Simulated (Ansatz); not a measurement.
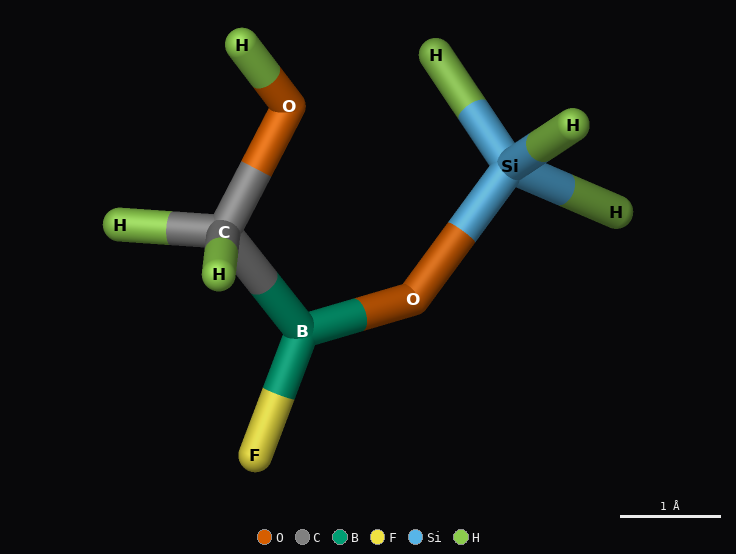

Count the atoms of each element.

Answer. CH₆BFO₂Si, 12 atoms: 1 carbon, 6 hydrogen, 1 boron, 1 fluorine, 2 oxygen and 1 silicon.

Write the SMILES.

Answer. OCB(F)O[SiH3]

Give the symmetry (Schoenflies symbol).

Answer. Cs.

Name some functional groups or characteristic bonds that it holds.

Answer. Among them: alcohol, Si–H bond, Si–O bond.

The parts below concern this one geometry. Atoms keep their numbers from picture to picture. The geometry was computed by an optimisation with PBE0-D4/def2-TZVP. No frequency run is at hand to confirm it as a minimum.

## Charges

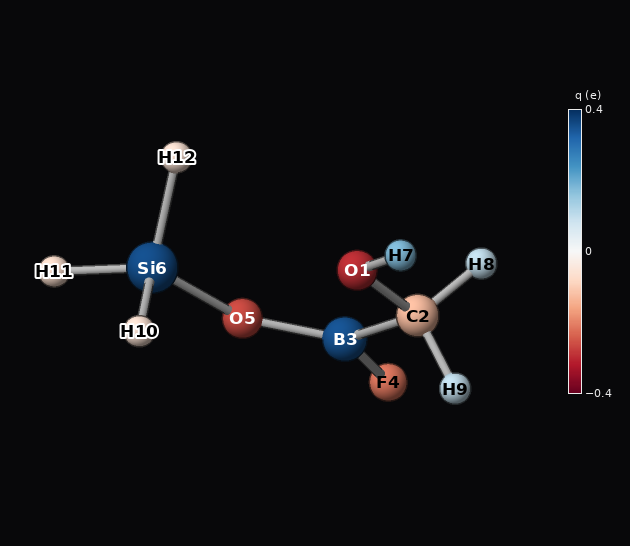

Atoms are coloured by their Mulliken charges. No frequency run is at hand to confirm it as a minimum. Properties computed with RKS PBE-D4/def2-TZVPP (Ansatz 0.2.0).

Give the Mulliken charges atom by atom.

```tsv
atom	value (e)
O1	−0.29
C2	−0.12
B3	0.34
F4	−0.21
O5	−0.26
Si6	0.35
H7	0.18
H8	0.10
H9	0.10
H10	−0.06
H11	−0.07
H12	−0.06
```

## Levels of theory compared

No frequency run is at hand to confirm it as a minimum. Program: Ansatz 0.2.0.

Compare HOMO–LUMO gap (eV), HOMO energy (eV) at these levels: B3LYP-D4/def2-TZVPP; PBE-D4/def2-TZVPP; PBE0-D4/def2-TZVPP; r2SCAN-D4/def2-TZVPP; ωB97M-V/def2-TZVPP; ωB97X-V/def2-TZVPP.

```
               level  HOMO–LUMO gap (eV)  HOMO energy (eV)
 B3LYP-D4/def2-TZVPP                8.11             −8.14
   PBE-D4/def2-TZVPP                6.06             −6.67
  PBE0-D4/def2-TZVPP                8.63             −8.38
r2SCAN-D4/def2-TZVPP                6.96             −7.06
  ωB97M-V/def2-TZVPP               12.55            −10.83
  ωB97X-V/def2-TZVPP               13.07            −10.91
```

## Dipole moment

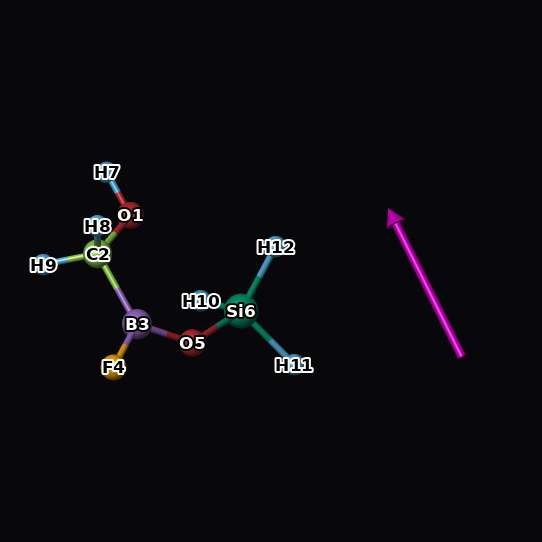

The arrow beside the molecule shows the direction of the dipole moment, from the negative to the positive end (its length means nothing). No frequency run is at hand to confirm it as a minimum. Level of theory: RKS r2SCAN-D4/def2-TZVPP (Ansatz 0.2.0).

How large is the dipole moment?

Answer. 2.70 D; it points from the side of H11 to the side of H7 (the outermost atoms at the two ends).

Mulliken values depend strongly on the basis set and can even reverse the polarity of a bond.
